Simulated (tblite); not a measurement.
## C₄H₁₀ClSi: geometry relaxation (part 1 of 4)

The run: geometry relaxation of C₄H₁₀ClSi, multiplicity 2. Method and program: GFN2-xTB geometry optimisation, gas phase (tblite 0.8.0).

It belongs to a series of runs on one base structure; here: H removed from sp3 C.

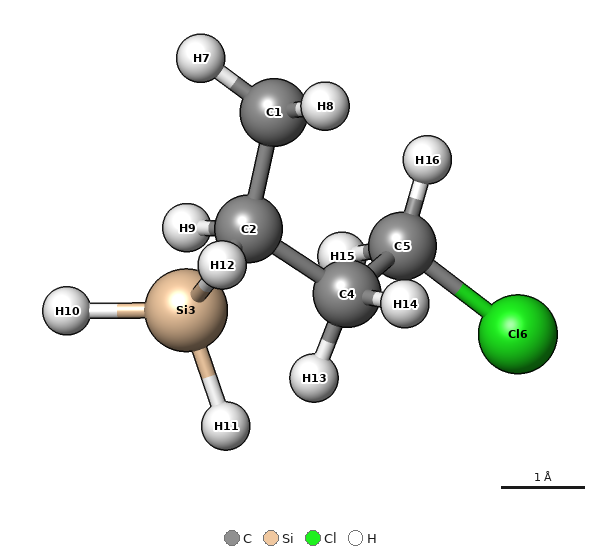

Fig. 1: The input geometry (ball-and-stick view, seen at a tilt; atoms are numbered from 1 in the order of the input). Bond lengths as drawn: C–C 1.49 to 1.50 Å, C–Cl 1.80 Å, C–H 1.09 to 1.13 Å, C–Si 1.89 Å and H–Si 1.45 to 1.48 Å.

**Key numbers**

| quantity | value |
| --- | --- |
| outcome | converged |
| total energy | −540.4417 eV |
| hardware | 1 CPU thread, shared host |
| wall time | 0.52 s |
| peak memory | 0.18 GiB |

**Input**
```
{"job": {"kind": "relax", "xc": "GFN2-xTB", "basis": "xTB"}, "charge": 0, "multiplicity": 2}
C      0.318500     1.557000    -0.721800
C      0.410700     0.392900     0.206600
Si     1.985400    -0.611100    -0.059800
C     -0.725200    -0.577000     0.086000
C     -2.070900     0.024200     0.389000
Cl    -3.285700    -1.284900     0.181700
H      1.012800     2.391600    -0.494500
H      0.427700     1.284600    -1.767600
H      0.441800     0.771100     1.242300
H      2.966800    -0.192600     0.924300
H      1.660500    -2.035600     0.197200
H      2.450200    -0.468800    -1.438900
H     -0.523700    -1.374300     0.863400
H     -0.691200    -1.049700    -0.909400
H     -2.061300     0.274500     1.486500
H     -2.323900     0.907000    -0.196600
```

The first line tells a small driver script what to run in tblite; the rest is the geometry in Å.

Launched with:
```bash
OMP_NUM_THREADS=1 python <driver script> task.json out
```

**Log**
```
step      E/eV     max force
  0    -539.94549    1.877
  1    -540.10004    1.144
  2    -540.16212    0.652
  3    -540.20952    0.684
  4    -540.25190    0.701
  5    -540.27510    0.461
  6    -540.29040    0.269
  7    -540.29957    0.198
  8    -540.30639    0.273
  9    -540.31376    0.233
 10    -540.32010    0.194
 11    -540.32654    0.216
 12    -540.33369    0.227
 13    -540.34136    0.273
 14    -540.34830    0.204
 15    -540.35315    0.154
 16    -540.35623    0.140
 17    -540.35895    0.134
 18    -540.36223    0.180
 19    -540.36604    0.192
 20    -540.36969    0.172
 21    -540.37251    0.189
 22    -540.37470    0.141
 23    -540.37708    0.142
 24    -540.37986    0.150
 25    -540.38263    0.169
 26    -540.38493    0.155
 27    -540.38651    0.093
 28    -540.38784    0.092
 29    -540.38958    0.109
 30    -540.39158    0.144
 31    -540.39325    0.105
 32    -540.39437    0.066
 33    -540.39524    0.069
 34    -540.39612    0.089
 35    -540.39706    0.077
 36    -540.39790    0.074
 37    -540.39865    0.067
 38    -540.39945    0.097
 39    -540.40053    0.122
 40    -540.40198    0.103
 41    -540.40363    0.099
 42    -540.40533    0.095
 43    -540.40723    0.159
 44    -540.40974    0.226
 45    -540.41337    0.248
 46    -540.41754    0.196
 47    -540.42094    0.116
 48    -540.42216    0.127
 49    -540.42434    0.152
 50    -540.42568    0.102
 51    -540.42844    0.067
 52    -540.42937    0.080
 53    -540.43081    0.083
 54    -540.43193    0.071
 55    -540.43307    0.073
 56    -540.43384    0.069
 57    -540.43452    0.070
 58    -540.43539    0.071
 59    -540.43656    0.084
 60    -540.43763    0.075
 61    -540.43820    0.039
 62    -540.43843    0.035
 63    -540.43859    0.034
 64    -540.43885    0.031
 65    -540.43910    0.027
 66    -540.43935    0.029
 67    -540.43956    0.031
 68    -540.43977    0.030
 69    -540.43998    0.029
 70    -540.44017    0.030
 71    -540.44033    0.026
 72    -540.44046    0.028
 73    -540.44058    0.030
 74    -540.44070    0.025
 75    -540.44082    0.026
 76    -540.44094    0.022
 77    -540.44104    0.019
 78    -540.44111    0.021
 79    -540.44118    0.020
 80    -540.44127    0.020
 81    -540.44138    0.024
 82    -540.44148    0.028
 83    -540.44155    0.022
 84    -540.44159    0.016
 85    -540.44163    0.013
 86    -540.44166    0.014
 87    -540.44169    0.016
 88    -540.44172    0.012
 89    -540.44173    0.007
```

**Trajectory as extended XYZ (Å, eV, eV/Å), 51 of the 90 frames kept, from step=0 to step=89**
```
16
Properties=species:S:1:pos:R:3:forces:R:3 step=0 energy=-539.94549
C     0.3185    1.5570   -0.7218    1.7550  -0.3570   0.1280
C     0.4107    0.3929    0.2066   -0.4570   1.8040   0.2470
Si    1.9854   -0.6111   -0.0598    0.8820  -0.8550  -0.2100
C    -0.7252   -0.5770    0.0860    0.2030  -1.3430   0.2580
C    -2.0709    0.0242    0.3890   -0.0510  -0.2390   1.3150
Cl   -3.2857   -1.2849    0.1817   -0.0560   0.4580  -0.0440
H     1.0128    2.3916   -0.4945   -0.8240  -0.4130   0.0710
H     0.4277    1.2846   -1.7676   -0.6120   0.1210   0.0150
H     0.4418    0.7711    1.2423   -0.1040   0.0080  -0.1670
H     2.9668   -0.1926    0.9243    0.2000   0.1330   0.0450
H     1.6605   -2.0356    0.1972    0.1390   0.2790  -0.0800
H     2.4502   -0.4688   -1.4389    0.0220   0.0040   0.0460
H    -0.5237   -1.3743    0.8634   -0.4570   0.4650  -0.8740
H    -0.6912   -1.0497   -0.9094   -0.2590   0.1430   0.2820
H    -2.0613    0.2745    1.4865   -0.3180   0.0390  -0.9220
H    -2.3239    0.9070   -0.1966   -0.0640  -0.2480  -0.1110
16
Properties=species:S:1:pos:R:3:forces:R:3 step=2 energy=-540.16212
C     0.3721    1.5426   -0.7226    0.5290  -0.3440  -0.1630
C     0.3987    0.4321    0.2117    0.1090  -0.2970   0.1130
Si    2.0104   -0.6339   -0.0642    0.2100  -0.0230   0.0670
C    -0.7198   -0.5993    0.0931   -0.0160   0.4310  -0.1110
C    -2.0701    0.0150    0.4155    0.0570  -0.1590  -0.2180
Cl   -3.2900   -1.2691    0.1809   -0.2140   0.2340   0.0050
H     0.9900    2.3854   -0.4898   -0.0850   0.3500   0.1980
H     0.4056    1.2885   -1.7677   -0.4270   0.0260  -0.1630
H     0.4378    0.7754    1.2425   -0.0870   0.2340   0.1500
H     2.9748   -0.1879    0.9259    0.1970   0.0910   0.0190
H     1.6653   -2.0288    0.1948    0.0850  -0.0810  -0.0140
H     2.4519   -0.4686   -1.4391    0.0790  -0.0020  -0.0850
H    -0.5364   -1.3670    0.8401   -0.0660  -0.2760  -0.0770
H    -0.7008   -1.0465   -0.9026   -0.1970   0.0390   0.0360
H    -2.0729    0.2785    1.4668   -0.2360   0.1850   0.1770
H    -2.3241    0.8927   -0.1968    0.0600  -0.4080   0.0670
16
Properties=species:S:1:pos:R:3:forces:R:3 step=4 energy=-540.25190
C     0.4449    1.5114   -0.7332    0.0400  -0.0050  -0.0500
C     0.4022    0.4340    0.2234    0.4400  -0.5400   0.0770
Si    2.0407   -0.6480   -0.0617   -0.1020   0.2690   0.1170
C    -0.7171   -0.5888    0.0930   -0.0630  -0.0070   0.0180
C    -2.0671    0.0000    0.4213   -0.0860   0.1260  -0.0180
Cl   -3.3097   -1.2436    0.1805   -0.2540  -0.0460  -0.0020
H     0.9684    2.4062   -0.4733   -0.0040   0.2240   0.0330
H     0.3603    1.2925   -1.7805   -0.1960   0.0100  -0.0560
H     0.4289    0.7953    1.2524   -0.0240   0.1380  -0.0170
H     2.9950   -0.1781    0.9282    0.1820   0.0520  -0.0090
H     1.6751   -2.0320    0.1925    0.1060  -0.2030   0.0190
H     2.4590   -0.4689   -1.4451    0.0760  -0.0270  -0.0170
H    -0.5491   -1.3811    0.8180    0.0760  -0.2280   0.0320
H    -0.7210   -1.0408   -0.8976   -0.0680   0.1110  -0.1260
H    -2.0973    0.2938    1.4656   -0.1020   0.0720   0.1910
H    -2.3207    0.8570   -0.1949   -0.0210   0.0540  -0.1920
16
Properties=species:S:1:pos:R:3:forces:R:3 step=5 energy=-540.27510
C     0.4750    1.4994   -0.7382   -0.0310   0.0370   0.0170
C     0.4131    0.4244    0.2297    0.3460  -0.3050   0.0000
Si    2.0506   -0.6481   -0.0583   -0.1410   0.1970   0.0910
C    -0.7172   -0.5867    0.0941   -0.0590  -0.1750   0.0640
C    -2.0680   -0.0029    0.4247   -0.1060   0.1750   0.0580
Cl   -3.3230   -1.2347    0.1803   -0.1990  -0.0820   0.0110
H     0.9591    2.4185   -0.4664   -0.0690   0.0220  -0.0630
H     0.3382    1.2945   -1.7863   -0.1000   0.0390   0.1160
H     0.4250    0.8059    1.2555    0.0190   0.0380  -0.1170
H     3.0069   -0.1732    0.9289    0.1640   0.0340  -0.0280
H     1.6813   -2.0375    0.1920    0.1460  -0.1170   0.0130
H     2.4634   -0.4696   -1.4477    0.0620  -0.0420   0.0540
H    -0.5526   -1.3910    0.8094    0.0870  -0.1760   0.0300
H    -0.7304   -1.0359   -0.8985   -0.0250   0.1420  -0.1270
H    -2.1091    0.3011    1.4683   -0.0550   0.0240   0.1160
H    -2.3200    0.8448   -0.1988   -0.0400   0.1880  -0.2350
16
Properties=species:S:1:pos:R:3:forces:R:3 step=7 energy=-540.29957
C     0.5031    1.4877   -0.7410   -0.0890  -0.0500   0.1180
C     0.4358    0.4042    0.2349   -0.1400   0.0940  -0.0480
Si    2.0551   -0.6415   -0.0509    0.0540  -0.0740   0.0330
C    -0.7199   -0.5920    0.0981   -0.0240  -0.0970   0.0410
C    -2.0736    0.0023    0.4296   -0.0340   0.0800   0.0060
Cl   -3.3446   -1.2285    0.1811   -0.0280   0.0340   0.0440
H     0.9455    2.4294   -0.4634   -0.1020  -0.1250  -0.0900
H     0.3118    1.2987   -1.7843   -0.0300   0.0360   0.1640
H     0.4230    0.8166    1.2516    0.0880  -0.0910  -0.1400
H     3.0269   -0.1667    0.9275    0.1010   0.0070  -0.0720
H     1.6961   -2.0464    0.1918    0.1900   0.0550   0.0040
H     2.4708   -0.4727   -1.4461    0.0390  -0.0480   0.1310
H    -0.5523   -1.4095    0.8020    0.0170  -0.0780  -0.0280
H    -0.7409   -1.0237   -0.9048   -0.0090   0.1310  -0.0300
H    -2.1235    0.3095    1.4757   -0.0300   0.0050  -0.0430
H    -2.3209    0.8415   -0.2132   -0.0030   0.1210  -0.0900
16
Properties=species:S:1:pos:R:3:forces:R:3 step=9 energy=-540.31376
C     0.5061    1.4794   -0.7347   -0.1330  -0.0240   0.0050
C     0.4393    0.3945    0.2341   -0.2280   0.0470  -0.0070
Si    2.0598   -0.6408   -0.0436    0.1310  -0.1020   0.0210
C    -0.7242   -0.5993    0.1023   -0.0390   0.0820  -0.0390
C    -2.0791    0.0116    0.4299    0.0290  -0.0550  -0.0700
Cl   -3.3582   -1.2234    0.1850    0.0620   0.1360   0.0450
H     0.9328    2.4275   -0.4682   -0.0420  -0.0490   0.0180
H     0.2964    1.3030   -1.7721   -0.0590  -0.0280  -0.0010
H     0.4289    0.8156    1.2406    0.0800  -0.0770   0.0840
H     3.0451   -0.1630    0.9211    0.0620   0.0110  -0.0640
H     1.7184   -2.0487    0.1926    0.1570   0.0200   0.0340
H     2.4780   -0.4780   -1.4357    0.0460  -0.0280   0.0650
H    -0.5501   -1.4260    0.7975   -0.0720   0.0190  -0.0900
H    -0.7467   -1.0075   -0.9111   -0.0230   0.0510   0.0280
H    -2.1328    0.3146    1.4781   -0.0230   0.0430  -0.1140
H    -2.3213    0.8495   -0.2273    0.0520  -0.0460   0.0830
16
Properties=species:S:1:pos:R:3:forces:R:3 step=11 energy=-540.32654
C     0.5043    1.4686   -0.7293   -0.1710   0.0510  -0.0760
C     0.4314    0.3871    0.2344    0.0680  -0.0500   0.0610
Si    2.0736   -0.6459   -0.0343   -0.0240   0.0590   0.0160
C    -0.7312   -0.6025    0.1040   -0.0150   0.0940  -0.0790
C    -2.0832    0.0170    0.4274    0.0220  -0.0550  -0.0440
Cl   -3.3699   -1.2077    0.1918    0.0240   0.0820   0.0080
H     0.9152    2.4232   -0.4705    0.0110   0.0030   0.0940
H     0.2730    1.3051   -1.7609   -0.0840  -0.0840  -0.1230
H     0.4397    0.8103    1.2366    0.0240  -0.0700   0.2030
H     3.0698   -0.1574    0.9106    0.0450   0.0320  -0.0140
H     1.7530   -2.0514    0.1962    0.0970  -0.1040   0.0840
H     2.4895   -0.4853   -1.4217    0.0620  -0.0020  -0.0470
H    -0.5541   -1.4419    0.7847   -0.1190   0.0720  -0.0920
H    -0.7556   -0.9872   -0.9162   -0.0250  -0.0420  -0.0260
H    -2.1452    0.3240    1.4723    0.0220   0.0770  -0.0670
H    -2.3179    0.8529   -0.2365    0.0630  -0.0640   0.1030
16
Properties=species:S:1:pos:R:3:forces:R:3 step=12 energy=-540.33369
C     0.4987    1.4636   -0.7280   -0.1660   0.0650  -0.0510
C     0.4275    0.3831    0.2361    0.2100  -0.0460   0.0720
Si    2.0815   -0.6481   -0.0286   -0.0960   0.1060   0.0000
C    -0.7356   -0.6021    0.1029    0.0270   0.0470  -0.0770
C    -2.0848    0.0184    0.4250    0.0120  -0.0030   0.0030
Cl   -3.3756   -1.1958    0.1961   -0.0310   0.0070  -0.0210
H     0.9048    2.4200   -0.4693    0.0230   0.0090   0.0930
H     0.2571    1.3041   -1.7576   -0.0840  -0.0950  -0.1290
H     0.4469    0.8048    1.2399   -0.0150  -0.0770   0.1750
H     3.0855   -0.1533    0.9039    0.0290   0.0420   0.0100
H     1.7761   -2.0554    0.2007    0.0690  -0.1260   0.1020
H     2.4979   -0.4897   -1.4147    0.0580   0.0090  -0.0840
H    -0.5602   -1.4486    0.7741   -0.1180   0.0620  -0.0630
H    -0.7615   -0.9765   -0.9196   -0.0180  -0.0750  -0.0740
H    -2.1517    0.3316    1.4663    0.0570   0.0830  -0.0010
H    -2.3141    0.8531   -0.2387    0.0430  -0.0080   0.0450
16
Properties=species:S:1:pos:R:3:forces:R:3 step=14 energy=-540.34830
C     0.4693    1.4590   -0.7251   -0.0680   0.0310   0.0700
C     0.4277    0.3751    0.2420    0.2030  -0.0110   0.0150
Si    2.0916   -0.6483   -0.0179   -0.0470   0.0160  -0.0490
C    -0.7423   -0.5997    0.0957    0.0830  -0.0490  -0.0440
C    -2.0869    0.0230    0.4199    0.0240   0.0980   0.0590
Cl   -3.3872   -1.1732    0.2036   -0.0920  -0.0840  -0.0600
H     0.8862    2.4108   -0.4634    0.0160   0.0180   0.0250
H     0.2233    1.2955   -1.7557   -0.0610  -0.0740  -0.0140
H     0.4617    0.7853    1.2550   -0.0860  -0.0720   0.0150
H     3.1169   -0.1431    0.8899   -0.0450   0.0460   0.0170
H     1.8285   -2.0686    0.2168    0.0250  -0.0080   0.1030
H     2.5180   -0.4982   -1.4036    0.0120   0.0240  -0.0780
H    -0.5792   -1.4577    0.7505   -0.0700  -0.0160   0.0110
H    -0.7726   -0.9594   -0.9316    0.0100  -0.0750  -0.0950
H    -2.1586    0.3511    1.4539    0.1140   0.0630   0.1120
H    -2.3041    0.8574   -0.2413   -0.0170   0.0960  -0.0870
16
Properties=species:S:1:pos:R:3:forces:R:3 step=16 energy=-540.35623
C     0.4419    1.4626   -0.7194    0.0460  -0.0180   0.0670
C     0.4354    0.3709    0.2441   -0.0460  -0.0180  -0.0310
Si    2.0919   -0.6474   -0.0170    0.1000  -0.0760  -0.0610
C    -0.7413   -0.5997    0.0886    0.0060  -0.0390  -0.0110
C    -2.0855    0.0306    0.4182    0.0390   0.0570   0.0030
Cl   -3.3928   -1.1687    0.2036    0.0130   0.0300  -0.0320
H     0.8823    2.4055   -0.4603   -0.0120   0.0190  -0.0250
H     0.2101    1.2859   -1.7550   -0.0390  -0.0210   0.1130
H     0.4644    0.7690    1.2640   -0.0770  -0.0480  -0.0580
H     3.1246   -0.1369    0.8842   -0.0800   0.0410  -0.0010
H     1.8521   -2.0740    0.2312    0.0040   0.0800   0.0770
H     2.5266   -0.5003   -1.4032   -0.0240   0.0190  -0.0390
H    -0.5917   -1.4597    0.7425   -0.0260  -0.0480   0.0110
H    -0.7745   -0.9579   -0.9419    0.0180  -0.0280  -0.0080
H    -2.1511    0.3621    1.4536    0.1020   0.0160   0.0410
H    -2.3001    0.8668   -0.2446   -0.0230   0.0340  -0.0460
16
Properties=species:S:1:pos:R:3:forces:R:3 step=18 energy=-540.36223
C     0.4295    1.4635   -0.7109    0.0850  -0.0360  -0.0060
C     0.4395    0.3651    0.2434   -0.1240  -0.0590  -0.0180
Si    2.0987   -0.6510   -0.0216    0.0540   0.0040  -0.0240
C    -0.7400   -0.6030    0.0831   -0.0680  -0.0060   0.0030
C    -2.0815    0.0402    0.4176    0.0210  -0.0350  -0.0530
Cl   -3.3958   -1.1636    0.2006    0.1070   0.1440   0.0160
H     0.8792    2.4048   -0.4599   -0.0240   0.0000  -0.0180
H     0.1982    1.2779   -1.7459   -0.0340   0.0200   0.1140
H     0.4587    0.7553    1.2654   -0.0230  -0.0350  -0.0210
H     3.1225   -0.1291    0.8813   -0.0460   0.0510   0.0060
H     1.8662   -2.0719    0.2471   -0.0090   0.0290   0.0570
H     2.5300   -0.4997   -1.4077   -0.0250   0.0040  -0.0440
H    -0.6017   -1.4651    0.7387   -0.0020  -0.0150  -0.0240
H    -0.7742   -0.9602   -0.9494    0.0050  -0.0050   0.0510
H    -2.1374    0.3705    1.4575    0.0680  -0.0190  -0.0900
H    -2.2995    0.8754   -0.2506    0.0160  -0.0420   0.0510
```
